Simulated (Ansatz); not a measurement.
# Computed generalised stacking-fault energy along a line: LiF (rock salt)

Generalised stacking fault of LiF (rock salt) on the {110} plane. The cell below holds the perfect crystal with the plane normal along z; tilting its third vector by the shift puts one fault into each cell, between planes 1.44 Å apart, at fixed cell height.

```
LiF
1.0
    2.87642     0.00000     0.00000
    0.00000     4.06787     0.00000
    1.43821     2.03393     4.31462
F Li
3 3
Direct
  0.00000   0.00000   0.83333
  0.33333   0.33333   0.16667
  0.66667   0.66667   0.50000
  0.00000   0.50000   0.83333
  0.33333   0.83333   0.16667
  0.66667   0.16667   0.50000
```

In-plane vectors a = (2.876, 0.000) Å, b = (0.000, 4.068) Å, area 11.70 Å². The shift is s times the vector a (length 2.876 Å), so s = 1 restores the start. Atoms relax along the normal only. γ = [E(shift) − E(0)] / area.

All values below come from PBE (plane waves to 420 eV, PAW, scalar-relativistic; Ansatz, a quantum-chemistry and plane-wave program). k mesh 10×10×10 (Γ-centred), Fermi-Dirac smearing 0.05 eV. Energies are extrapolated to zero smearing. Stress and pressure are positive under compression. Faults lie only 4.3 Å apart, and holding the cell height raises γ above its relaxed value. LiF was relaxed with its symmetry unable to fall. The zero of γ is zero shift.

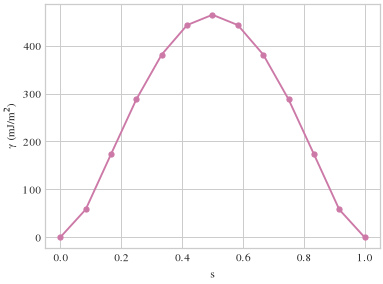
Fig. 1. γ (mJ/m²) against s; computed points joined by lines (the last repeats the first, one period on).

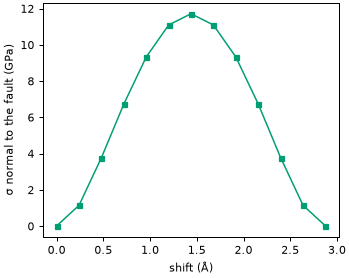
σ normal to the fault (GPa) against shift (Å); one marker a computed point (the last repeats the first, one period on).

The steepest slope dγ/d(shift) before the first maximum (spline) is 5.1 GPa and the highest computed γ on the line comes out as 465 mJ/m². Position of the highest point: s = 0.500. Local minima between the ends: no computed point is one.

A slope of 1 mJ/m² per Å is 0.01 GPa.

(The slope of γ gives the shear force per area between the displaced halves; near zero shift its curvature is an elastic stiffness.)
